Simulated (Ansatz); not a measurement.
**RPA@PBE/STO-3G run of CH6B− ([BMeH3]-)**

What is the energy change on altering one bond length of CH6B− ([BMeH3]-) at RPA@PBE/STO-3G? 

The calculation is run with Ansatz 0.2.0.

1 further run of the same task is left out (it didn't finish).

### Step 1. The structure to begin with

CH6B− has 8 atoms, charge -1, and is taken as a singlet. As SMILES, `[H][B-]([H])([H])C`. Geometry: relaxed at GFN2-xTB.

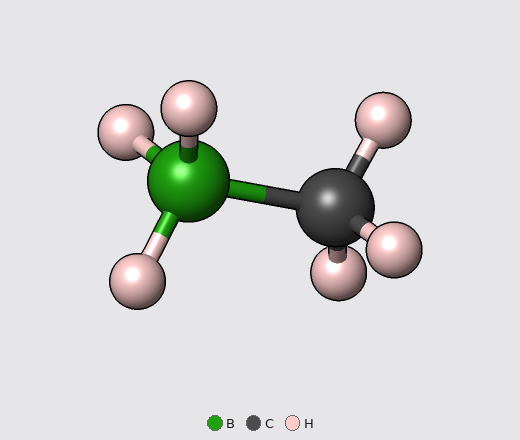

Viewed from a chosen angle; boron green, carbon dark grey, hydrogen pink.

### Step 2. The energy at RPA@PBE/STO-3G

The input, input.yaml:

```yaml
crystal:
  periodic: [false, false, false]
  atoms:
    - {symbol: B, position_ang: [-0.002120, 0.003030, -0.820260]}
    - {symbol: C, position_ang: [0.002160, -0.002850, 0.828840]}
    - {symbol: H, position_ang: [-1.010180, 0.041900, 1.245300]}
    - {symbol: H, position_ang: [0.550190, 0.849940, 1.244930]}
    - {symbol: H, position_ang: [0.469650, -0.905360, 1.238890]}
    - {symbol: H, position_ang: [1.151450, -0.035240, -1.249110]}
    - {symbol: H, position_ang: [-0.546150, 1.024230, -1.240270]}
    - {symbol: H, position_ang: [-0.615010, -0.975650, -1.248310]}
basis:
  gaussian:
    orbitals: STO-3G
hamiltonian:
  xc: {name: PBE}
total_charge: -1
correlation:
  method: rpa
  frozen_orbitals: {B: 1, C: 1, H: 0}
accuracy: high
```

On the command line:

```bash
$ ansatz run input.yaml --threads 1 --pin off --max-ram 2610MiB --events-out events.jsonl --progress --plain --runs-dir runs
```

Standard output:

```text
Warning: RAYON_NUM_THREADS=1 ignored (pool sized by the plan → 1); use --threads N
Functional definition: PBE
  name "PBE"
  parameter kappa = 0.804
  parameter beta = 0.06672455060314922
  exchange = pbe_x(kappa = kappa, mu = beta*pi^2/3)
  correlation = pbe_c(beta = beta)
278 factors; integrals over basis functions are off by at most 1.5e-8 eV
mean field evaluation 1: about -1783.5155 eV, gradient 1.6e1 eV
mean field evaluation 2: about -1783.4283 eV, gradient 1.6e1 eV
mean field evaluation 4: about -1784.2205 eV, gradient 9.8e-1 eV
mean field evaluation 8: about -1784.2237 eV, gradient 3.5e-4 eV
mean field -1784.22366971 eV, -65.5690104715 hartree, gradient 7.3e-8 eV, S^2 0.000000; 0 other end points of the search recorded, 0 dependent functions left out
2 core orbitals not correlated: weight in the atoms' cores, before any rotation towards them, 1.000 or more for the frozen orbitals, at most 0.000 for the correlated occupied ones
reference -1772.42038563 eV, -65.1352477824 hartree; 7, 7 occupied and 7, 7 virtual orbitals, 278 factors
Total energy: -1778.11942798 eV, -65.3446837256 hartree
```

Wall time 1.4 s (1 thread of Arm Neoverse V2, shared host); peak memory 0.097 GiB.

### Step 3. The distorted shape at the same level

The input, molecule.yaml:

```yaml
crystal:
  periodic: [false, false, false]
  atoms:
    - symbol: B
      position_ang: [-0.139119, -0.210155, -0.924276]
    - symbol: C
      position_ang: [-0.134839, -0.216035, 0.724824]
    - symbol: H
      position_ang: [-1.147179, -0.171285, 1.141284]
    - symbol: H
      position_ang: [0.550190, 0.849940, 1.244930]
    - symbol: H
      position_ang: [0.332651, -1.118545, 1.134874]
    - symbol: H
      position_ang: [1.014451, -0.248425, -1.353126]
    - symbol: H
      position_ang: [-0.683149, 0.811045, -1.344286]
    - symbol: H
      position_ang: [-0.752009, -1.188835, -1.352326]
basis:
  gaussian:
    orbitals: STO-3G
total_charge: -1
hamiltonian:
  xc: pbe
correlation:
  method: rpa
  frozen_orbitals: {B: 1, C: 1, H: 0}
accuracy: high
```

On the command line:

```bash
$ ansatz run molecule.yaml --threads 1 --pin off --max-ram 2610MiB --events-out events.jsonl --progress --plain --runs-dir runs
```

Standard output, shortened:

```text
Warning: RAYON_NUM_THREADS=1 ignored (pool sized by the plan → 1); use --threads N
[... 6 set-up lines as earlier in the session ...]
278 factors; integrals over basis functions are off by at most 1.7e-8 eV
mean field evaluation 1: about -1782.3813 eV, gradient 1.9e1 eV
mean field evaluation 2: about -1782.2794 eV, gradient 1.9e1 eV
mean field evaluation 4: about -1783.4188 eV, gradient 1.5e0 eV
mean field evaluation 8: about -1783.4277 eV, gradient 1.4e-2 eV
mean field evaluation 16: about -1783.4277 eV, gradient 3.9e-8 eV
mean field -1783.42766059 eV, -65.5397576760 hartree, gradient 3.9e-8 eV, S^2 0.000000; 0 other end points of the search recorded, 0 dependent functions left out
2 core orbitals not correlated: weight in the atoms' cores, before any rotation towards them, 1.000 or more for the frozen orbitals, at most 0.000 for the correlated occupied ones
reference -1771.24847485 eV, -65.0921808554 hartree; 7, 7 occupied and 7, 7 virtual orbitals, 278 factors
Total energy: -1777.38703752 eV, -65.3177688725 hartree
```

It took 1.4 s on 1 thread of Arm Neoverse V2, shared host; peak memory 0.097 GiB.

### Step 4. Summary of results

At RPA@PBE/STO-3G, 2 core orbitals frozen:

| quantity | value |
| --- | --- |
| first shape: total energy | -65.34468 Eh |
| first shape: RPA correlation energy (valence) | -209.4 mEh |
| distorted shape: total energy | -65.31777 Eh |
| distorted shape: RPA correlation energy (valence) | -225.6 mEh |
| energy change with the C2–H4 bond stretched from 1.096 to 1.370 Å | 0.732 eV |

In words: With the C2–H4 bond stretched from 1.096 to 1.370 Å the energy rises by 0.73 eV (70.7 kJ/mol). The first shape isn't relaxed at this level, so the change isn't measured from a minimum. The minimal basis adds a large error of its own.
